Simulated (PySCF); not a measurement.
## A study: C$_{4}$H$_{2}$N$_{3}$, doublet, SMILES `N#CC1=NC=C[N]1`

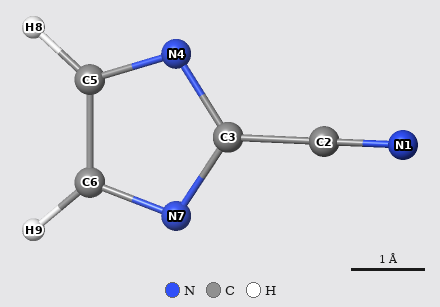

The molecule, with its atoms numbered as below. No frequency check shows the geometry to be a minimum.

Coordinates in Å:

```
N1      -2.8490   -0.0005    0.0000
C2      -1.7005    0.0006    0.0000
C3      -0.3028    0.0005    0.0000
N4       0.4543   -1.1209    0.0000
C5       1.7115   -0.7119    0.0000
C6       1.7115    0.7117    0.0000
N7       0.4542    1.1207    0.0000
H8       2.5326   -1.4005    0.0000
H9       2.5326    1.4003    0.0000
```

### 1. Bonding charge

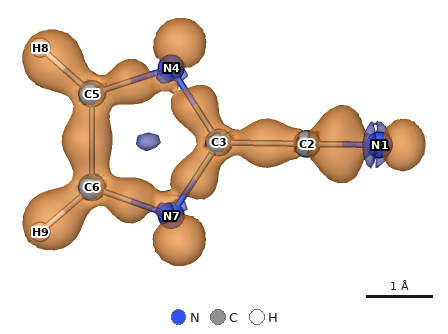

Deformation density (molecule less spherical, spin-averaged free atoms at the same positions), surfaces at ±0.2 e/Å³; orange: gain, blue: loss.

Level of theory: B3LYP/cc-pVDZ (PySCF), at a geometry from GFN2-xTB. The stability of the open-shell solution wasn't checked. GFN2-xTB doesn't know the spin state, so this open-shell geometry is rough.

Q: How much density has each bond gained at its critical point, relative to the free atoms?

A: N1–C2: +0.83 e/Å³ at the bond critical point (bond length 1.15 Å, Mayer order 3.1). C6–H9 and C5–H8: +0.77 e/Å³ at the bond critical point (bond length 1.07 Å, Mayer order 1.0). C5–C6: +0.59 e/Å³ at the bond critical point (bond length 1.42 Å, Mayer order 1.1). C3–N7 and C3–N4: +0.56 e/Å³ at the bond critical point (bond length 1.35 Å, Mayer order 1.3). C2–C3: +0.56 e/Å³ at the bond critical point (bond length 1.40 Å, Mayer order 1.1). C6–N7 and N4–C5: +0.52 e/Å³ at the bond critical point (bond length 1.32 Å, Mayer order 1.7). In all, 2.3 electrons gather in the regions of gain relative to the promolecule.

### 2. Local ionisation energy

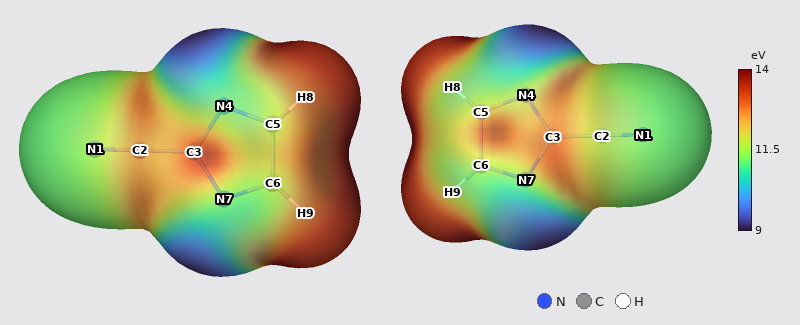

Average local ionisation energy on the surface of electron density 0.001 a.u. (back view left, front view right).

Q: Locate the minima of the map.

A: The lowest value is 9.1 eV, 1.9 Å from N4, and at like points elsewhere. Further minima include 11.1 eV, 1.8 Å from N1, and at like points elsewhere. For comparison, the highest occupied orbital lies at −7.9 eV.

### 3. Spin density

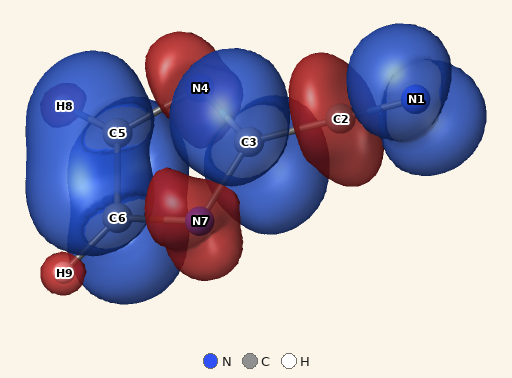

Spin density ρα − ρβ at ±0.01 e/Å³ (blue: excess α, red: excess β).

Q: Where is the unpaired spin?

A: Hirshfeld spin populations: C3 +0.29, C5 and C6 +0.26 and N1 +0.19. ⟨S²⟩ = 0.77, against 0.75 for a pure state. The picture also shows regions of β spin from spin polarisation; the Hirshfeld sums, whose atoms overlap, net them against the α spin of neighbours.

### 4. In an electric field

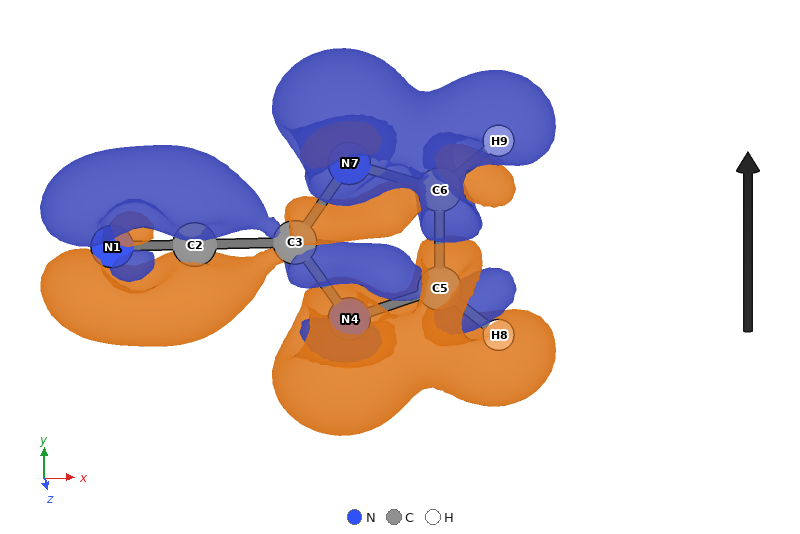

Change of the electron density in a uniform field of 0.21 V/Å along +y (arrow), surfaces at ±0.001 e/Å³ (orange: gain, blue: loss).

Computed with PySCF, B3LYP/aug-cc-pVDZ, geometry: GFN2-xTB. The stability of the open-shell solution wasn't checked. GFN2-xTB doesn't know the spin state, so this open-shell geometry is rough.

Q: How large is the response?

A: The induced dipole is 0.56 D (along the field); α along this axis, from the fields in both directions, is 55 bohr³ (8.2 Å³).

Q: Which atoms gain and lose the most charge?

A: Electrons gather most on N4 (Hirshfeld charge changes by −0.012 e) and leave N7 most (+0.012 e); 0.050 electrons are displaced in all.

### 5. The π system

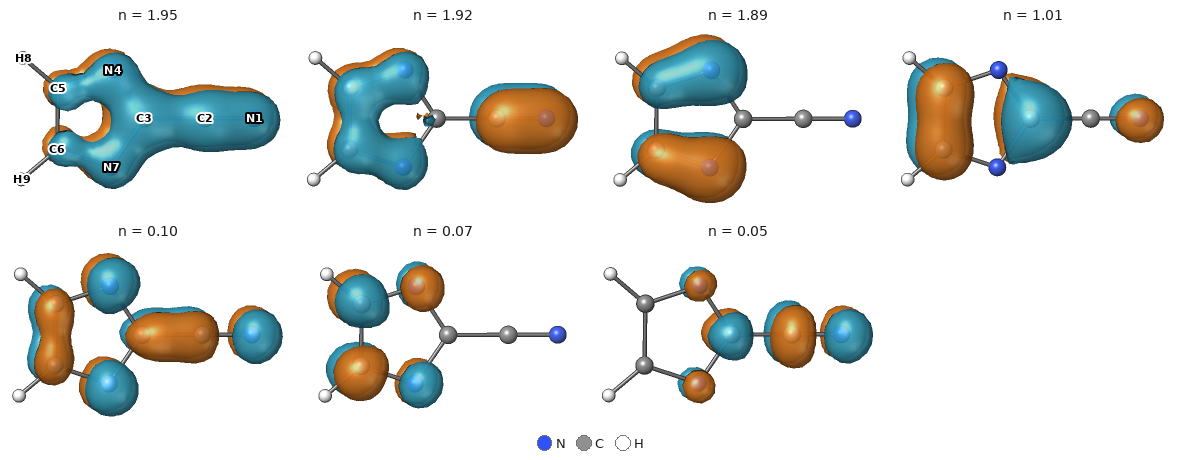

Natural orbitals of the π active space, CASSCF(7,7), doublet state, in order of falling occupation. The active space holds only one of the two perpendicular π systems.

Level of theory: def2-SVP basis (PySCF), at a geometry from GFN2-xTB. GFN2-xTB doesn't know the spin state, so this open-shell geometry is rough.

Q: How multiconfigurational is the state?

A: The leading determinant weighs 0.86; the effective number of unpaired electrons, Σ n²(2−n)², is 1.14. The active space lowers the energy by 2.59 eV against Hartree–Fock.

Q: Where does the lowest quartet lie relative to the doublet, at this geometry and within this active space?

A: 5.55 eV above it by strongly contracted NEVPT2 (+5.06 eV by CASSCF); a small basis tends to put such gaps a few tenths of an eV too high. This is a vertical energy for π states alone; a state that uses lone pairs or σ orbitals may lie lower.

The PySCF runs shown took 25 s, 2.1 min and 44 s on 1 thread of Arm Neoverse V2 (shared host).
